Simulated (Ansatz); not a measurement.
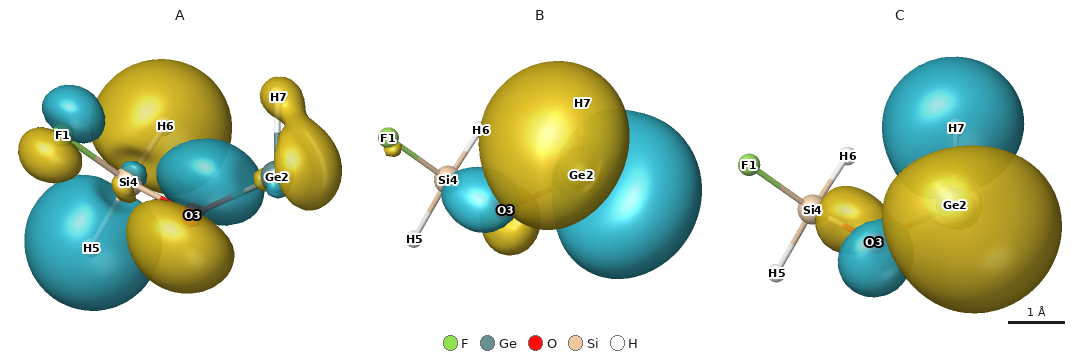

*FGeH$_{3}$OSi (SMILES F[SiH2][O][GeH]). Three frontier orbitals at ±0.08 Å⁻³ᐟ² (yellow and cyan are the two phases), in no order.*

Geometry: PBE0-D4/def2-SVP.

Computed with isolated molecule in a Gaussian basis; Kohn-Sham density functional theory, functional PBE0 in Ansatz.

Input file:

```
crystal:
  periodic: [false, false, false]
  atoms:
    - symbol: F
      position_ang: [1.611357, 2.124613, 0.611265]
    - symbol: Ge
      position_ang: [2.100918, -1.600106, -0.552367]
    - symbol: O
      position_ang: [0.924975, -0.250950, -0.366545]
    - symbol: Si
      position_ang: [0.936818, 1.374445, -0.657671]
    - symbol: H
      position_ang: [-0.461999, 1.855058, -0.776377]
    - symbol: H
      position_ang: [1.768364, 1.693438, -1.849710]
    - symbol: H
      position_ang: [3.214251, -0.720789, -1.331192]
basis:
  gaussian:
    orbitals: def2-TZVPD
hamiltonian:
  xc: pbe0
output:
  forces: true
  orbitals: {seedname: orbitals}
```

Launched as:

```sh
ansatz run input.yaml --threads 2 --pin off --max-ram 5220MiB --events-out events.jsonl --progress --plain --runs-dir runs
```

Order the three orbitals by energy and name them.

A is the HOMO−1 (−9.09 eV). By Hirshfeld shares it lies mainly on O3 (about 25 %), Si4 (about 25 %), H6 (about 20 %), H5 (about 15 %) and Ge2 (about 5 %). C is the HOMO (−7.19 eV). It lies mainly on Ge2 (about 65 %), H7 (about 25 %) and O3 (about 10 %). B is the LUMO (−2.74 eV). Its weight (Hirshfeld) is mainly on Ge2 (about 85 %) and O3 (about 5 %).

What is the HOMO–LUMO gap?

4.45 eV between the orbital energies.
